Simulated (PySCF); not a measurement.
```xyz
2

H     0.0000    0.0000   -0.8746
F     0.0000    0.0000    0.0464
```

Theory: PBE0/def2-SVPD, non-relativistic Hamiltonian with scalar-relativistic core potentials where named, at a bond length of 0.921 Å (PySCF 2.14.0).

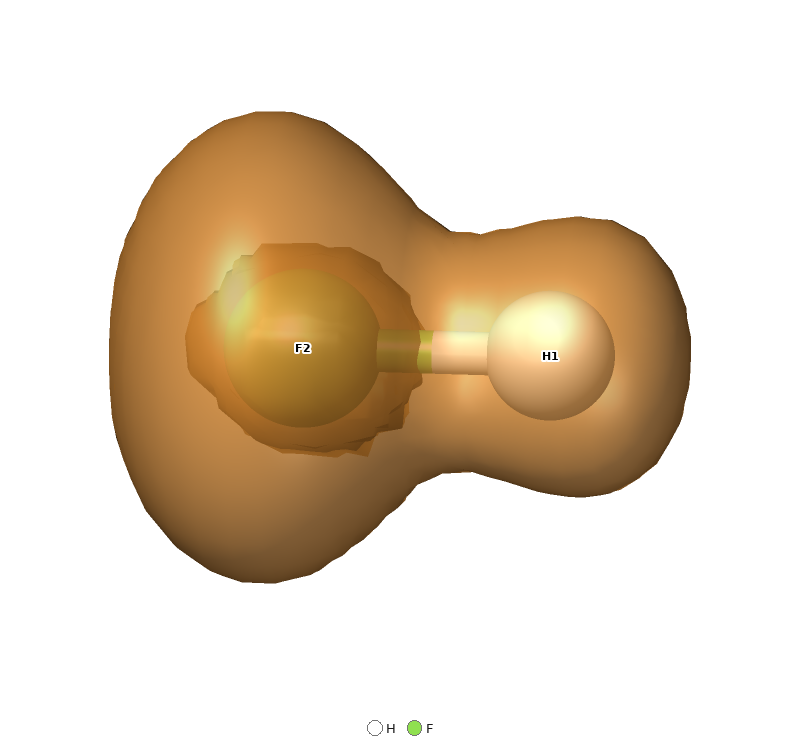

HF. Isosurface of the ELF at 0.75 (orange), seen from one side. Core shells and regions of very low density are left out.

**Where are the electrons localised?**

The ELF exceeds this value in one joined region spread over several atoms (F, H), in which their bonds and any lone pairs are merged. Profiles from the grid: F–H (0.92 Å): the ELF climbs to about 1 towards the hydrogen, as it does in any bond to H: an ordinary covalent bond to hydrogen.
